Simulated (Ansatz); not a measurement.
## AlNi (Pm-3m): a volume series of phonon spectra

Wanted: mode Grüneisen parameters of AlNi and a free-energy fit over volumes.

What experiment has found for this phase:
- heat capacity C_P per formula unit 45.9 J/mol/K near room temperature (given in “High-Throughput Prediction of Finite-Temperature Properties using the Quasi-Harmonic Approximation”, 2016, arXiv:1603.06924)

Main program and level: Ansatz 0.2.0; DFT PBEsol, scalar-relativistic, plane waves, PAW.

The database entry behind the starting cell differs from later determinations by our own check (about 0.2 % short), so it need not match the best structure at ambient conditions.

## Step 1: Starting point

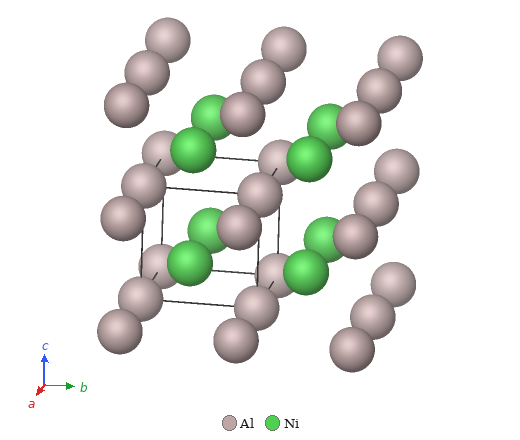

Start, viewed slightly off an axis; aluminium light grey, nickel green. 2×2×2 cells are drawn. Some periodic images of atoms are drawn too.

## Step 2: Probe on a coarse mesh

A cheap single point shows whether the cell is a metal or an insulator and how far it is from rest; that sets the k-mesh and the occupations of what follows.

Contents of input.yaml:

```yaml
crystal:
  lattice:
    - [2.881, 0.0, 0.0]
    - [0.0, 2.881, 0.0]
    - [0.0, 0.0, 2.881]
  atoms:
    - { symbol: Al, position: [0.0, 0.0, 0.0] }
    - { symbol: Ni, position: [0.5, 0.5, 0.5] }
kpoints:
  mp_grid: { grid: [6, 6, 6] }
hamiltonian:
  xc: pbesol
scf:
  occupations: { method: gaussian, width: 0.1 }
  lower_state_search: "off"
output:
  forces: true
  stress: true
  eigenvalues: true
```

Command:

```console
$ ansatz run input.yaml --threads 8 --pin off --max-ram 16384MiB --backend cpu --events-out ev --progress --plain --runs-dir out
```

Numbers of over 12 decimals in the logs are rounded to 6 here.

What it wrote:

```text
Engine: ansatz 0.2.0, aarch64-unknown-linux-gnu
Pseudopotentials: kind: paw
Pseudopotential: Al, paw, valence charge 3, recommended cutoff 420 eV (normal), Al.paw.azcp
Pseudopotential: Ni, paw, valence charge 18, recommended cutoff 420 eV (normal), Ni.paw.azcp
Functional definition: PBEsol
  exchange = pbesol_x
  correlation = pbesol_c
Crystal: 2 atoms, lattice volume = 23.913 Å³
Basis set: ecut = 420 eV, 461 PW (Γ), exchange–correlation on 40×40×40 points (8 copies of the dense FFT grid, shifted against one another)
Bands: 15, of which v1, the nominal top of the filled ones, is band 11 counted from 1 (10 counted from 0)
Symmetry: 48 space group operations
Space group: Pm-3m (ITA 221), of the structure as read, at distance tolerance 2.9e-5 Å
k-points: 20 of 216
Non-local potential: Al, projectors of the file, l = 0: 2, l = 1: 2, l = 2: 1
Non-local potential: Ni, projectors of the file, l = 0: 3, l = 1: 2, l = 2: 3, l = 3: 1
PAW form: soft (Blöchl's): semilocal exchange-correlation on the pseudo side does not see the compensation charge
PAW frozen core: Al, regenerated for the run's functional, and the local potential with it (the file was generated under x = pbe(κ = 0.804, μ = 0.219515), c = pbe(β = 0.066725))
PAW frozen core: Ni, regenerated for the run's functional, and the local potential with it (the file was generated under x = pbe(κ = 0.804, μ = 0.219515), c = pbe(β = 0.066725))
PAW one-centre angular grid: Al, 110 points (default); XC on 64 Gauss nodes
PAW one-centre angular grid: Ni, 590 points (default); XC on 64 Gauss nodes
Initial density: superposition of atomic densities (neutral atoms: chi_scale 0, normalization atom), corrected by the library's trained network
Initial wavefunctions: pseudopotential atomic-orbital guess
Functional: x = pbesol(κ = 0.804, μ = 0.123457), c = pbesol(β = 0.046)
SCF iter   1: F=—  HF=-6330.841104 eV  |F-HF|=—  |Δ(HF+E_count)|=         —  Δρ=2.01e-2  dr2=5.80e-2  ethr=1.77e-3  ⟨swp⟩=4.8  Hψ=1385  notcnv=0
preconditioner: auto → none  [insulator: Δε(μ)=0.294 eV  Ē_g=9.640 eV  σ=0.100 eV  W_gap=0.57  n_scr=6 (ndim 8)  ℏωp=27.4 eV  f_vac=0.000  D(μ)=1.43/eV (n_scr^D=18)  ε∞_Penn≈9.1]
SCF iter   2: F=—  HF=-6330.833469 eV  |F-HF|=—  |Δ(HF+E_count)|=   7.63e-3  Δρ=3.21e-3  dr2=2.07e-3  ethr=2.76e-4  ⟨swp⟩=1.9  Hψ=530  notcnv=0  defer=6
SCF iter   3: F=—  HF=-6330.833249 eV  |F-HF|=—  |Δ(HF+E_count)|=   2.20e-4  Δρ=1.04e-3  dr2=2.16e-4  ethr=9.85e-6  ⟨swp⟩=1.1  Hψ=296  notcnv=0  defer=7
SCF iter   4: F=—  HF=-6330.833229 eV  |F-HF|=—  |Δ(HF+E_count)|=   2.07e-5  Δρ=3.96e-5  dr2=9.92e-8  ethr=1.03e-6  ⟨swp⟩=1.4  Hψ=318  notcnv=0  defer=7
SCF iter   5: F=—  HF=-6330.833219 eV  |F-HF|=—  |Δ(HF+E_count)|=   9.59e-6  Δρ=1.05e-5  dr2=3.59e-8  ethr=4.72e-10  ⟨swp⟩=2.1  Hψ=511  notcnv=0  defer=7
SCF iter   6: F=-6330.833219 eV  HF=-6330.833219 eV  |F-HF|=4.26e-10  |Δ(HF+E_count)|=   7.95e-9  Δρ=1.24e-6  dr2=5.78e-10  ethr=1.71e-10  ⟨swp⟩=3.3  Hψ=1021  notcnv=0
SCF 1 converged in 6 iterations: F = -6330.833219 eV  dr2 = 5.78e-10
  greatest PAW one-centre occupation: 1.001 electrons in one spin orbital (limit 2), on the Ni atom at site 1 (counted from 0), in its partial waves of l = 1
SCF converged after 6 iterations
Free energy (F): -6330.833219 eV
Harris-Foulkes:  -6330.833219 eV  (|F-HF|=4.26e-10)
Internal energy: -6330.825977 eV  (E = F + TS)
E sigma→0 (E₀):  -6330.829598 eV
Entropy (-TS):   -0.007242 eV (-3.621 meV/atom)
Fermi energy:    13.895620 eV
--- Per-component energies (eV) ---
  E_band       = -337.788262
  E_kinetic    = 311.318324
  E_local      = -4445.961482  (includes V_loc(G=0)·N_el)
  E_nonlocal   = 648.692843
  E_hartree    = 1910.851053
  E_xc         = -125.557258
  E_vxc        = -140.686827  (∫ρ·V_xc dr)
  E_paw        = -2052.771973  (= ΣΔE_a)
  E_vpaw       = -532.855259  (= ΣTr[D̂ρ^β])
  E_aug_tail   = 0.000464  (compensation charges beyond the density's cutoff)
  E_ewald      = -2577.614375
  E_core_change = 0.216428  (= ΣΔE_core)
  E_smearing   = -0.007242  (= −TS)
  E_closure    = -0.000000  (closes the sum)
  Σ components = -6330.833219   (vs F -6330.833219, Δ=0.00e0)
--- Forces (eV/Å), atoms counted from 1 ---
  atom   1  Al    -0.00000000     0.00000000    -0.00000000
  atom   2  Ni     0.00000000     0.00000000    -0.00000000
  max |Σ_I F_I| component: 9.99e-29 eV/Å
--- Stress (GPa, compression-positive) ---
       -2.990155       0.000000       0.000000
        0.000000      -2.990155       0.000000
        0.000000       0.000000      -2.990155
  P = ⅓ Tr σ = -2.9902 GPa (-29.902 kbar)
--- Band table (eV; the first three rows and the last of 20) ---
  k-point 0: bands = [... 7 lower, 12.2996, 12.2996, 12.2996, 19.3223, 19.3223, 19.3223, 21.9639, 21.9639]
  k-point 1: bands = [... 7 lower, 12.0992, 12.0992, 12.3219, 16.2385, 19.9757, 19.9757, 21.9908, 24.4382]
  k-point 2: bands = [... 7 lower, 11.7473, 11.7473, 12.3668, 13.6885, 21.6988, 21.6988, 22.0576, 26.3635]
  k-point 19: bands = [... 7 lower, 12.8585, 12.8585, 15.7958, 15.7958, 15.7958, 17.5639, 18.3266, 18.3266]
```

The job ended after 0.85 s (8 threads of Arm Neoverse V1, shared host; peak memory 0.28 GiB; 1.6 s of CPU time).

Reading the cycles: dr2 is the Hartree energy of the density residual (eV), the measure of convergence; HF is the Harris–Foulkes estimate of the energy, which meets the free energy F at convergence.

This run has no spin polarisation, although Ni can carry a moment.

Numbers from this step:

* pressure: -2.990 GPa
* volume per atom: 11.96 Å³/atom
* gap on the k-mesh: 0 eV

The start is under -3.0 GPa at this level and looks like a metal on this mesh.

## Step 3: Finding the static equilibrium

The vibrations must be taken about the equilibrium of this functional, not about the starting cell, so the structure is relaxed.

Edit input.yaml of step 2 so:

```diff
@@ -9,3 +9,3 @@
 kpoints:
-  mp_grid: { grid: [6, 6, 6] }
+  mp_grid: { grid: [14, 14, 14] }
 hamiltonian:
@@ -19 +19,6 @@
   eigenvalues: true
+relax:
+  adjacent_minimum: "off"
+  f_tol: 0.005
+  max_steps: 80
+  cell: { stress_tol: 0.05 }
```

What it wrote:

```text
[...]
Crystal: 2 atoms, lattice volume = 23.913 Å³
Basis set: ecut = 420 eV, 461 PW (Γ), exchange–correlation on 40×40×40 points (8 copies of the dense FFT grid, shifted against one another)
Bands: 15, of which v1, the nominal top of the filled ones, is band 11 counted from 1 (10 counted from 0)
Symmetry: 48 space group operations
[...]
k-points: 120 of 2744
[...]
SCF iter   1: F=—  HF=-6330.865888 eV  |F-HF|=—  |Δ(HF+E_count)|=         —  Δρ=1.84e-2  dr2=4.73e-2  ethr=1.77e-3  ⟨swp⟩=4.7  Hψ=8209  notcnv=0
[...]
SCF iter   6: F=-6330.859458 eV  HF=-6330.859458 eV  |F-HF|=1.02e-10  |Δ(HF+E_count)|=   1.53e-9  Δρ=7.32e-7  dr2=1.12e-10  ethr=1.40e-10  ⟨swp⟩=3.6  Hψ=5994  notcnv=0
SCF 1 converged in 6 iterations: F = -6330.859458 eV  dr2 = 1.12e-10
[...]
relax step   1: F+E_penalty+E_count = -6330.85945793 eV  Δ(F+E_penalty+E_count) = +0.000e0 eV  max|allowed force component| = 1.657e-28 eV/Å  Δτ_max = 0.0000 Å  P = -3.231 GPa  Ω = 23.913 Å³  (6 SCF iters, dr2 threshold 1.00e-7 eV, accepted)
Crystal: 2 atoms, lattice volume = 23.630 Å³
[...]
iter 1 solved again at ethr=1.84e-6 eV; its pass at ethr=3.10e-3 eV (dr2=3.86e-4 eV) is discarded
[...]
SCF iter   6: F=-6330.863568 eV  HF=-6330.863568 eV  |F-HF|=9.09e-13  |Δ(HF+E_count)|=  1.27e-11  Δρ=2.29e-8  dr2=8.80e-14  ethr=1.00e-12  ⟨swp⟩=1.8  Hψ=4481  notcnv=0
SCF 2 converged in 6 iterations: F = -6330.863568 eV  dr2 = 8.80e-14
relax step   2: F+E_penalty+E_count = -6330.86356790 eV  Δ(F+E_penalty+E_count) = -4.110e-3 eV  max|allowed force component| = 1.173e-29 eV/Å  Δτ_max = 0.0000 Å  P = -1.283 GPa  Ω = 23.630 Å³  energy of the carried Pulay correction = +1.030e-4 eV  (6 SCF iters, dr2 threshold 2.00e-7 eV, accepted)
Crystal: 2 atoms, lattice volume = 23.447 Å³
[...]
SCF iter   6: F=-6330.864348 eV  HF=-6330.864348 eV  |F-HF|=9.09e-13  |Δ(HF+E_count)|=  1.36e-11  Δρ=8.27e-8  dr2=7.45e-13  ethr=1.00e-12  ⟨swp⟩=1.3  Hψ=5067  notcnv=0
SCF 3 converged in 6 iterations: F = -6330.864348 eV  dr2 = 7.45e-13
relax step   3: F+E_penalty+E_count = -6330.86434759 eV  Δ(F+E_penalty+E_count) = -7.797e-4 eV  max|allowed force component| = 2.038e-30 eV/Å  Δτ_max = 0.0000 Å  P = +0.042 GPa  Ω = 23.447 Å³  energy of the carried Pulay correction = +1.701e-4 eV  (6 SCF iters, dr2 threshold 2.00e-7 eV, accepted)
[...]
SCF iter   6: F=-6330.864184 eV  HF=-6330.864184 eV  |F-HF|=3.64e-12  |Δ(HF+E_count)|=    0.00e0  Δρ=9.81e-9  dr2=2.28e-14  ethr=1.00e-12  ⟨swp⟩=3.1  Hψ=6548  notcnv=0
SCF 4 converged in 6 iterations: F = -6330.864184 eV  dr2 = 2.28e-14
relax step   4: F+E_penalty+E_count = -6330.86418373 eV  Δ(F+E_penalty+E_count) = +1.639e-4 eV  max|allowed force component| = 9.335e-30 eV/Å  Δτ_max = 0.0000 Å  P = +0.036 GPa  Ω = 23.447 Å³  stress off target by 3.61e-2 GPa  SCF on the basis re-selected at this cell (its energy is not comparable with the rows above)  (6 SCF iters)
basis re-selected at this cell: Δ(F+E_penalty+E_count) = +1.639e-4 eV, ΔP = -0.006 GPa vs the last step (what re-selecting the basis moved, of the pressure what is left beyond the Pulay correction that the steps carried, after the strain that the cell walked since its last selection, with what the two solves' SCF thresholds leave and, on support functions, any second-order correction that the steps lacked; it is no m [...]
SCF converged after 6 iterations
Free energy (F): -6330.864184 eV
[...]
Internal energy: -6330.859096 eV  (E = F + TS)
E sigma→0 (E₀):  -6330.861640 eV
Entropy (-TS):   -0.005088 eV (-2.544 meV/atom)
Fermi energy:    14.164010 eV
[...]
--- Stress (GPa, compression-positive) ---
        0.036094       0.000000      -0.000000
        0.000000       0.036094      -0.000000
       -0.000000      -0.000000       0.036094
  P = ⅓ Tr σ = 0.0361 GPa (0.361 kbar)
--- Band table (eV; the first three rows and the last of 120) ---
  k-point 0: bands = [... 7 lower, 12.6177, 12.6177, 12.6177, 19.7445, 19.7445, 19.7445, 22.3693, 22.3693]
  k-point 1: bands = [... 7 lower, 12.5752, 12.5752, 12.6223, 18.7601, 19.8706, 19.8706, 22.3726, 23.2591]
  k-point 2: bands = [... 7 lower, 12.4605, 12.4605, 12.6351, 17.1522, 20.2367, 20.2367, 22.3824, 24.5404]
  k-point 119: bands = [... 7 lower, 13.1947, 13.1947, 16.1205, 16.1205, 16.1205, 18.0723, 18.7586, 18.7586]
--- Relaxed structure (3 steps of the walk, 3 accepted, 1 SCFs on fresh bases) ---
  F+E_penalty+E_count = -6330.86418373 eV   max|allowed force component| = 9.335e-30 eV/Å   (the final SCF, on the basis selected at the relaxed cell)
  cell:  # Å, volume = 23.4468 Å³
    - [2.862166, 0, 0.0]
    - [0, 2.862166, 0.0]
    - [0, 0, 2.862166]
  atoms:
    - { symbol: Al, position: [0, 0, 0] }
    - { symbol: Ni, position: [0.5, 0.5, 0.5] }
```

It took 2 s on 8 threads; peak memory 0.37 GiB.

The steps of the relaxation:

```csv
step,energy less that of the first step (eV),largest force component (eV/Å),pressure (GPa),volume (Å³)
1,0.0000,0.0000,-3.23,23.91
2,-0.0041,0.0000,-1.28,23.63
3,-0.0049,0.0000,0.04,23.45
4*,-0.0047,0.0000,0.04,23.45
```

Relaxation steps marked * repeat the geometry before them on a plane-wave basis chosen anew for their cell, so energy and pressure can jump there.

Forces are held to the 48 operations that the run works with; a distortion that breaks them can't arise in this run.

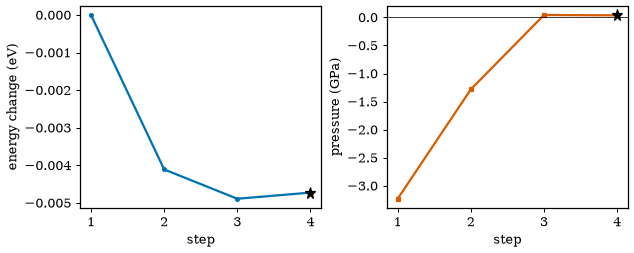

Energy and pressure along the relaxation. Stars mark steps on a basis chosen anew.

```csv
"conventional cell, symmetrised",before,after,change
a (Å),2.881,2.862,-0.7 %
b (Å),2.881,2.862,-0.7 %
c (Å),2.881,2.862,-0.7 %
volume (Å³/atom),11.96,11.72,-1.9 %
```

The relaxed structure:

```
Al Ni
1.0
     2.86217    0.00000    0.00000
     0.00000    2.86217    0.00000
     0.00000    0.00000    2.86217
Al Ni
1 1
Direct
  0.00000 0.00000 0.00000
  0.50000 0.50000 0.50000
```

This step gave:

| Property | Result |
| --- | --- |
| pressure | 0.03609 GPa |
| volume per atom | 11.72 Å³/atom |

The relaxation ends with a pressure of 0.04 GPa.

## Step 4: Relaxing to small residual forces and stress

The relaxation is repeated with tighter thresholds on force and stress, since phonons are sensitive to what is left; a change of mesh or smearing in the input moves the cell too.

Contents of input.yaml:

```yaml
crystal:
  lattice:
    - [2.8621655517, 0.0, 0.0]
    - [0.0, 2.8621655517, 0.0]
    - [0.0, 0.0, 2.8621655517]
  atoms:
    - { symbol: Al, position: [0.0, 0.0, 0.0] }
    - { symbol: Ni, position: [0.5, 0.5, 0.5] }
kpoints:
  mp_grid: { grid: [16, 16, 16] }
hamiltonian:
  xc: pbesol
scf:
  occupations: { method: methfessel_paxton, width: 0.2 }
  lower_state_search: "off"
output:
  forces: true
  stress: true
  eigenvalues: true
  write_density: true
  write_potential: true
  elf: true
  volumetric_format: npy
relax:
  adjacent_minimum: "off"
  f_tol: 0.001
  max_steps: 60
  cell: { stress_tol: 0.01 }
```

What it wrote:

```text
[...]
Crystal: 2 atoms, lattice volume = 23.447 Å³
Basis set: ecut = 420 eV, 461 PW (Γ), exchange–correlation on 40×40×40 points (8 copies of the dense FFT grid, shifted against one another)
Bands: 15, of which v1, the nominal top of the filled ones, is band 11 counted from 1 (10 counted from 0)
Symmetry: 48 space group operations
[...]
k-points: 165 of 4096
[...]
SCF iter   1: F=—  HF=-6330.870402 eV  |F-HF|=—  |Δ(HF+E_count)|=         —  Δρ=1.87e-2  dr2=4.73e-2  ethr=1.77e-3  ⟨swp⟩=4.1  Hψ=11065  notcnv=0
[...]
SCF iter   6: F=-6330.863872 eV  HF=-6330.863872 eV  |F-HF|=1.04e-10  |Δ(HF+E_count)|=  1.28e-10  S|Δr|=    0.00e0  Δρ=7.04e-7  dr2=1.07e-10  ethr=8.64e-11  ⟨swp⟩=5.0  Hψ=11803  notcnv=0
SCF 1 converged in 6 iterations: F = -6330.863872 eV  dr2 = 1.07e-10
[...]
relax step   1: F+E_penalty+E_count = -6330.86387164 eV  Δ(F+E_penalty+E_count) = +0.000e0 eV  max|allowed force component| = 2.480e-29 eV/Å  Δτ_max = 0.0000 Å  P = -0.026 GPa  Ω = 23.447 Å³  (6 SCF iters, dr2 threshold 1.00e-7 eV, accepted)
Crystal: 2 atoms, lattice volume = 23.445 Å³
[...]
SCF iter   2: F=-6330.863873 eV  HF=-6330.863873 eV  |F-HF|=8.69e-10  |Δ(HF+E_count)|=   2.55e-6  S|Δr|=    0.00e0  Δρ=1.95e-6  dr2=7.64e-10  ethr=8.13e-12  ⟨swp⟩=5.1  Hψ=13064  notcnv=0
SCF 2 converged in 2 iterations: F = -6330.863873 eV  dr2 = 7.64e-10
relax step   2: F+E_penalty+E_count = -6330.86387266 eV  Δ(F+E_penalty+E_count) = -1.016e-6 eV  max|allowed force component| = 4.306e-30 eV/Å  Δτ_max = 0.0000 Å  P = -0.011 GPa  Ω = 23.445 Å³  energy of the carried Pulay correction = +7.775e-7 eV  (2 SCF iters, dr2 threshold 1.71e-9 eV, accepted)
Crystal: 2 atoms, lattice volume = 23.443 Å³
[...]
SCF iter   4: F=-6330.863873 eV  HF=-6330.863873 eV  |F-HF|=2.73e-12  |Δ(HF+E_count)|=  1.62e-10  S|Δr|=    0.00e0  Δρ=2.10e-7  dr2=4.90e-12  ethr=1.35e-12  ⟨swp⟩=5.0  Hψ=9986  notcnv=0
SCF 3 converged in 4 iterations: F = -6330.863873 eV  dr2 = 4.90e-12
relax step   3: F+E_penalty+E_count = -6330.86387324 eV  Δ(F+E_penalty+E_count) = -5.834e-7 eV  max|allowed force component| = 3.221e-30 eV/Å  Δτ_max = 0.0000 Å  P = -0.000 GPa  Ω = 23.443 Å³  energy of the carried Pulay correction = +1.313e-6 eV  (4 SCF iters, dr2 threshold 2.84e-10 eV, accepted)
[...]
SCF iter   8: F=-6330.863873 eV  HF=-6330.863873 eV  |F-HF|=0.00e0  |Δ(HF+E_count)|=  1.82e-12  S|Δr|=    0.00e0  Δρ=4.53e-8  dr2=3.80e-13  ethr=1.00e-12  ⟨swp⟩=4.0  Hψ=7373  notcnv=0
SCF 4 converged in 8 iterations: F = -6330.863873 eV  dr2 = 3.80e-13
relax step   4: F+E_penalty+E_count = -6330.86387324 eV  Δ(F+E_penalty+E_count) = -1.819e-12 eV  max|allowed force component| = 2.104e-30 eV/Å  Δτ_max = 0.0000 Å  P = -0.000 GPa  Ω = 23.443 Å³  stress off target by 1.76e-4 GPa  SCF on the basis re-selected at this cell (its energy is not comparable with the rows above)  (8 SCF iters)
basis re-selected at this cell: Δ(F+E_penalty+E_count) = -1.819e-12 eV, ΔP = -0.000 GPa vs the last step (what re-selecting the basis moved, of the pressure what is left beyond the Pulay correction that the steps carried, after the strain that the cell walked since its last selection, with what the two solves' SCF thresholds leave and, on support functions, any second-order correction that the steps lacked; it is no  [...]
SCF converged after 8 iterations
Stability not checked: this state was not tested for a lower state beside it, because cold or Methfessel-Paxton smearing, or corrected tetrahedra, fill the levels in a way that the test cannot read (fill_not_monotonic; see scf.lower_state_search)
Free energy (F): -6330.863873 eV
[...]
Internal energy: -6330.864955 eV  (E = F + TS)
E sigma→0 (E₀):  -6330.864144 eV
Entropy (-TS):   0.001082 eV (0.541 meV/atom)
Fermi energy:    14.191499 eV
[...]
--- Stress (GPa, compression-positive) ---
       -0.000176      -0.000000      -0.000000
       -0.000000      -0.000176      -0.000000
       -0.000000      -0.000000      -0.000176
  P = ⅓ Tr σ = -0.0002 GPa (-0.002 kbar)
--- Band table (eV; the first three rows and the last of 165) ---
  k-point 0: bands = [... 7 lower, 12.6239, 12.6239, 12.6239, 19.7475, 19.7475, 19.7475, 22.3729, 22.3729]
  k-point 1: bands = [... 7 lower, 12.5911, 12.5911, 12.6274, 18.9505, 19.8443, 19.8443, 22.3754, 23.0987]
  k-point 2: bands = [... 7 lower, 12.5005, 12.5005, 12.6374, 17.5597, 20.1272, 20.1272, 22.3828, 24.2445]
  k-point 164: bands = [... 7 lower, 13.2014, 13.2014, 16.1234, 16.1234, 16.1234, 18.0750, 18.7631, 18.7631]
--- Relaxed structure (3 steps of the walk, 3 accepted, 1 SCFs on fresh bases) ---
[...]
cell:  # Å, volume = 23.4433 Å³
    - [2.862023, 0, 0]
    - [0, 2.862023, 0.0]
    - [0, 0.0, 2.862023]
  atoms:
    - { symbol: Al, position: [0, 0, 0] }
    - { symbol: Ni, position: [0.5, 0.5, 0.5] }
```

It took 2.4 s on 8 threads; peak memory 0.4 GiB; 15 s of CPU time.

Little changed from the start: no atom moved by 0.005 Å and no cell edge by 0.1 %.

This step gave:

```
pressure : -1.76e-4 GPa
```

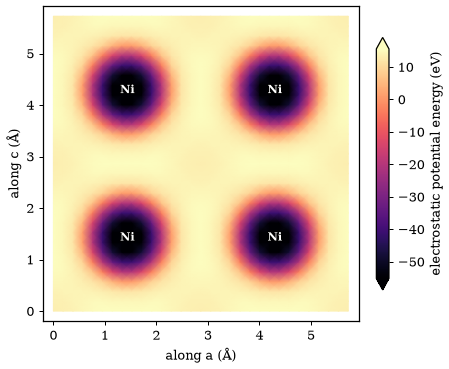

Electrostatic potential energy in the ac plane at fractional y = 0.500, with atoms of Ni within 0.2 Å of it. With pseudopotentials it is smooth inside the atoms' cores, unlike the true potential.

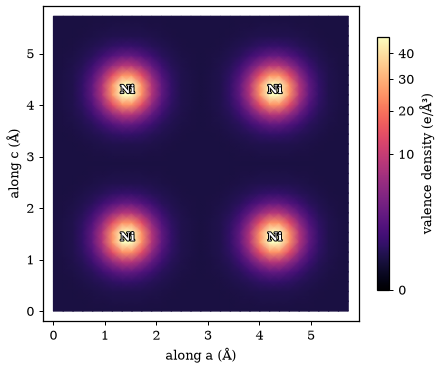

Valence density in the ac plane at fractional y = 0.500, with atoms of Ni within 0.2 Å of it. It is the smooth field of the valence electrons, not physical close to the nuclei. The colour scale is stretched toward low values.

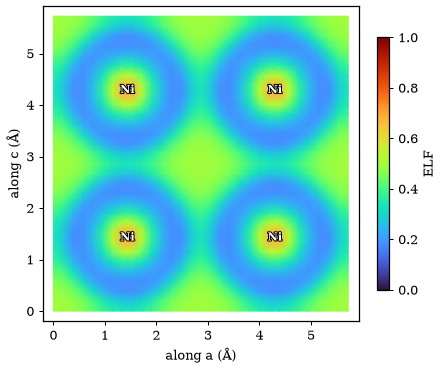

ELF in the ac plane at fractional y = 0.500, with atoms of Ni within 0.2 Å of it. It is the smooth field of the valence electrons, not physical close to the nuclei.

The residual pressure is -1.8e-4 GPa, small enough for phonons.

[end of part 1 of 3]

[Logs are printed without paths, hosts, clocks, repeated set-up lines and the standing remarks that a program may print on its own settings, such as how far it seeks lower states.]

[Hosts, paths, dates, database ids (printed as entryN), source tags and the programs' standing remarks are cut or masked in the printed files.]

[A step with changed settings may run another functional than the one named; its input shows which.]

[Of the runs on displaced cells, only some may be shown.]
